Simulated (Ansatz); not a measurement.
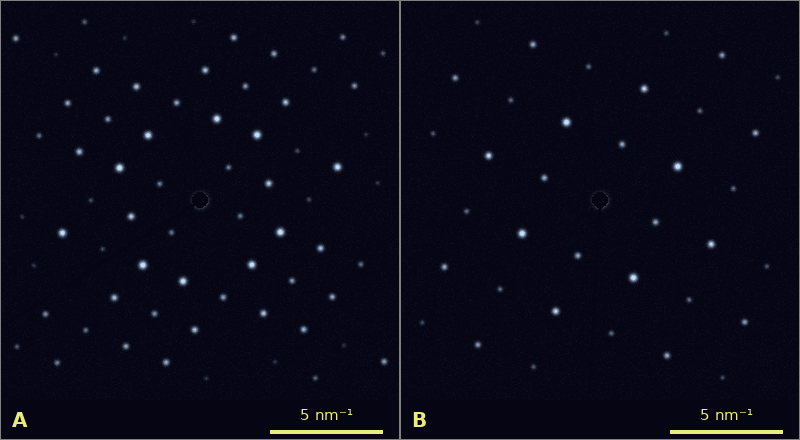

Kinematic electron diffraction patterns (120 kV, B = 0.5 Å², same scale, each along a low-index zone) of two structures of composition Y2Zr, each relaxed at zero pressure with DFT PBE, scalar-relativistic, plane waves, PAW (Ansatz).

The structures (standard cells):
1. Fd-3m (No. 227), a = 8.887 Å, 24 atoms; generated start, possibly hypothetical
2. Fm-3m (No. 225), a = 7.423 Å, 12 atoms; generated start, possibly hypothetical

Question: Which pattern belongs to which structure, and along which zone?

Answer: A is structure 1 along [110] or an equivalent direction: centred rectangular net of -1 1 -1 at d = 5.13 Å and -1 1 1 at d = 5.13 Å, 70.5° apart (some points of this net are extinct or too weak to see). B is structure 2 along [001] or an equivalent direction: square net of 2 0 0 at d = 3.71 Å and 0 2 0 at d = 3.71 Å, 90.0° apart.

Question: Which structure lies lowest at this level of theory, and by how much?

Answer: Structure 1 (Fd-3m, 29.25 Å³ an atom) is the lowest of these; structure 2 (Fm-3m, 34.08 Å³ an atom) lies about 250 meV an atom higher. These are static energies at 0 K; other structures, not shown, may lie lower still.
